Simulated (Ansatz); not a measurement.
**Frequency calculation, with input and output: C₂H₁₀OSi₂**

The run: frequency calculation of C₂H₁₀OSi₂, SMILES C[SiH2]O[SiH2]C. Method and program: HF/3-21G, RHF (Ansatz 0.2.0).

The geometry was optimised with HF/3-21G. Figures and captions count atoms from 1; the log counts them from 0 in places.

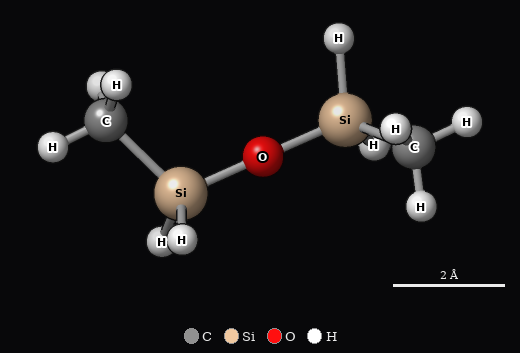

Fig. 1: The structure (ball-and-stick view, seen at a tilt). Bond lengths as drawn: C–H 1.09 Å, C–Si 1.90 Å, H–Si 1.49 Å and O–Si 1.65 Å.

**Input file**
```yaml
crystal:
  periodic: [false, false, false]
  atoms:
    - {symbol: C, position_ang: [-2.839901, 0.195886, -0.204076]}
    - {symbol: Si, position_ang: [-1.282798, -0.594138, -0.959965]}
    - {symbol: O, position_ang: [0.103642, 0.110328, -0.408129]}
    - {symbol: Si, position_ang: [1.494028, 0.819338, 0.127727]}
    - {symbol: C, position_ang: [2.632928, -0.416595, 1.019604]}
    - {symbol: H, position_ang: [-2.849433, 0.100506, 0.877006]}
    - {symbol: H, position_ang: [-2.908073, 1.251145, -0.448415]}
    - {symbol: H, position_ang: [-3.727338, -0.296613, -0.592438]}
    - {symbol: H, position_ang: [-1.270279, -2.043271, -0.619943]}
    - {symbol: H, position_ang: [-1.351738, -0.461471, -2.440870]}
    - {symbol: H, position_ang: [2.232066, 1.400301, -1.026923]}
    - {symbol: H, position_ang: [1.155888, 1.921419, 1.069451]}
    - {symbol: H, position_ang: [2.147382, -0.849218, 1.888516]}
    - {symbol: H, position_ang: [2.930084, -1.227804, 0.362673]}
    - {symbol: H, position_ang: [3.533533, 0.090179, 1.355782]}
basis:
  gaussian: {orbitals: 3-21G.json}
hamiltonian: {xc: hf}
phonons: {temperatures: {t_min: 298.15, t_max: 298.15, t_step: 1}}
```

Hardware: 1 thread of Arm Neoverse V1, 24 GiB of memory available, shared host.

Launch command:
```bash
ansatz run run.yaml --threads 1 --pin off --max-ram 3480MiB --events-out events.jsonl --progress --plain --runs-dir runs
```

**What the program printed**
```
Functional definition: HF
  name "HF"
  exchange = exact_x
  correlation = 0
887 factors; integrals over basis functions are off by at most 5.4e-4 eV
mean field evaluation 1: about -19874.2649 eV, gradient 3.7e1 eV
mean field evaluation 2: about -19874.5373 eV, gradient 3.7e1 eV
mean field evaluation 4: about -19877.3614 eV, gradient 3.3e0 eV
mean field evaluation 8: about -19877.3970 eV, gradient 1.4e-4 eV
mean field -19877.39695915 eV, -730.4808648653 hartree, gradient 5.5e-5 eV, S^2 0.000000; 0 other end points of the search recorded, 0 dependent functions left out
the calculation of the forces begins
reference -19877.39695915 eV, -730.4808648653 hartree; 29, 29 occupied and 44, 44 virtual orbitals, 887 factors
these checks for a lower state are left out or cut short: stability, starts, cluster_reference, orbital_swaps, neighbouring_geometries, increment
887 factors; integrals over basis functions are off by at most 5.4e-4 eV
mean field evaluation 16: about -19877.3968 eV, gradient 1.6e-2 eV
mean field -19877.39681529 eV, -730.4808595783 hartree, gradient 3.4e-6 eV, S^2 0.000000; 0 other end points of the search recorded, 0 dependent functions left out
[... from here on the field's lines of each further geometry are left out, up to the last ...]
the calculation of the forces begins
reference -19877.39693390 eV, -730.4808639372 hartree; 29, 29 occupied and 44, 44 virtual orbitals, 887 factors
these checks for a lower state are left out or cut short: stability, starts, cluster_reference, orbital_swaps, neighbouring_geometries, increment
887 factors; integrals over basis functions are off by at most 5.4e-4 eV
mean field -19877.39693395 eV, -730.4808639392 hartree, gradient 3.4e-6 eV, S^2 0.000000; 0 other end points of the search recorded, 0 dependent functions left out
the calculation of the forces begins
reference -19877.39693395 eV, -730.4808639392 hartree; 29, 29 occupied and 44, 44 virtual orbitals, 887 factors
Total energy: -19877.39695915 eV, -730.4808648653 hartree
Atom 0 at    -2.839901     0.195886    -0.204076 Å, force     0.000094    -0.000025    -0.000210 eV/Å
Atom 1 at    -1.282798    -0.594138    -0.959965 Å, force    -0.000252    -0.000299     0.001139 eV/Å
Atom 2 at     0.103642     0.110328    -0.408129 Å, force     0.000387     0.000590    -0.001834 eV/Å
Atom 3 at     1.494028     0.819338     0.127727 Å, force    -0.000298    -0.000412     0.001175 eV/Å
Atom 4 at     2.632928    -0.416595     1.019604 Å, force     0.000053     0.000133    -0.000246 eV/Å
Atom 5 at    -2.849433     0.100506     0.877006 Å, force     0.000017    -0.000116     0.000182 eV/Å
Atom 6 at    -2.908073     1.251145    -0.448415 Å, force    -0.000051     0.000276    -0.000010 eV/Å
Atom 7 at    -3.727338    -0.296613    -0.592438 Å, force    -0.000133    -0.000010    -0.000079 eV/Å
Atom 8 at    -1.270279    -2.043271    -0.619943 Å, force     0.000052    -0.000253    -0.000059 eV/Å
Atom 9 at    -1.351738    -0.461471    -2.440870 Å, force    -0.000068    -0.000001    -0.000132 eV/Å
Atom 10 at     2.232066     1.400301    -1.026923 Å, force     0.000128     0.000033    -0.000047 eV/Å
Atom 11 at     1.155888     1.921419     1.069451 Å, force    -0.000042     0.000278     0.000038 eV/Å
Atom 12 at     2.147382    -0.849218     1.888516 Å, force    -0.000130     0.000028     0.000188 eV/Å
Atom 13 at     2.930084    -1.227804     0.362673 Å, force     0.000090    -0.000249    -0.000108 eV/Å
Atom 14 at     3.533533     0.090179     1.355782 Å, force     0.000151     0.000027     0.000002 eV/Å
Dipole moment:    -0.025663    -0.027326     0.101070 e Å
Vibrations: 13.60 79.56 95.28 149.36 154.23 237.93 307.10 548.11 555.85 561.91 723.82 745.01 809.79 832.65 884.99 893.05 998.07 1000.68 1025.49 1025.94 1062.13 1115.61 1284.55 1482.91 1483.29 1626.88 1627.29 1633.50 1633.58 2256.65 2259.35 2276.08 2284.33 3184.55 3184.59 3251.22 3251.24 3260.71 3260.81 cm⁻¹, zero-point energy 3.289404 eV
```

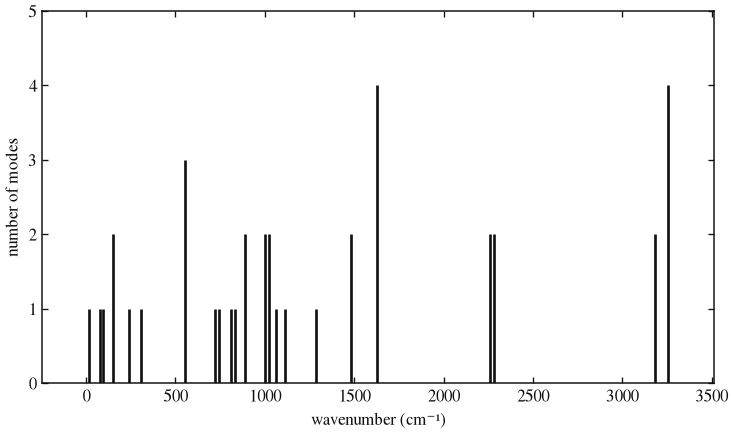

Fig. 2: Harmonic vibrational wavenumbers from the force constants; neighbouring modes closer than 15 cm⁻¹ are counted in one stick. 39 modes from 14 to 3261 cm⁻¹, none imaginary.

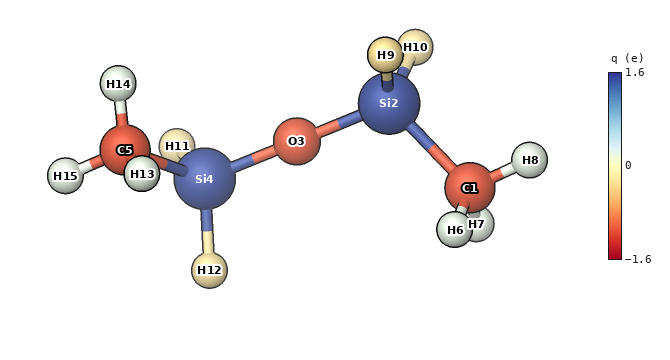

Fig. 3: Mulliken charges, as the colour of each atom (ball-and-stick view, seen at a tilt; atoms are numbered from 1 in the order of the input; Mulliken charges depend strongly on the basis). By element: C −1.10, Si +1.48, O −1.07 and H −0.26 to +0.22 e.

**Results in brief**

- outcome: converged
- total energy: −730.480865 hartree
- basis functions: 73
- largest force: 0.002 eV/Å
- zero-point energy: 0.120883 hartree
- dipole moment: 0.52 D
- wavenumbers, lowest and highest: 14 and 3261 cm⁻¹
- wall time: 96 s
- peak memory: 0.16 GiB
